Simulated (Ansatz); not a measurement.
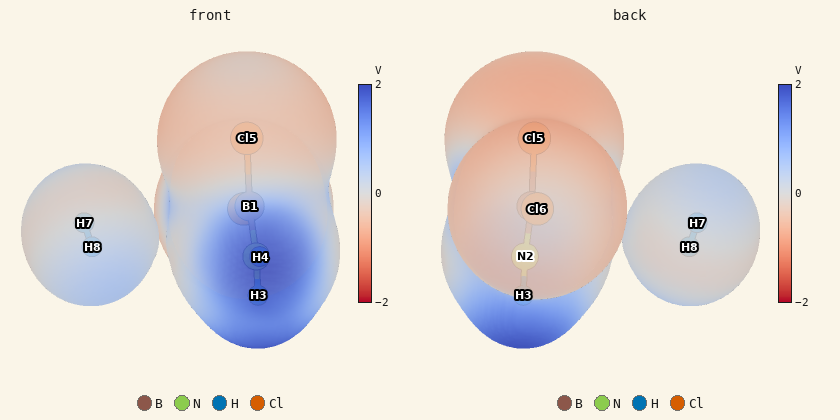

BCl2H2N···H2. The electrostatic potential painted on the density surface at 0.001 e/bohr³, seen from the front and from behind; red is negative and blue positive.

All numbers below come from RHF/def2-SVP in Ansatz 0.2.0.

| atom | x (Å) | y (Å) | z (Å) |
| --- | --- | --- | --- |
| B | 0.0890 | -0.5999 | 0.2884 |
| N | 0.0996 | -0.6620 | 1.6686 |
| H | -0.7271 | -0.8286 | 2.2038 |
| H | 0.9347 | -0.5441 | 2.2038 |
| Cl | 1.5923 | -0.3022 | -0.6077 |
| Cl | -1.4278 | -0.8190 | -0.6077 |
| H | -0.7352 | 3.1621 | 0.4262 |
| H | -0.6159 | 3.0474 | 1.1549 |

Which sites attract a positive test charge, and which a negative one?

Answer. A positive charge is drawn to the negative regions and a negative charge to the positive ones. The most negative region (about −0.8 V) lies over Cl5 and Cl6, the most positive (about +1.9 V) over H3 and H4.
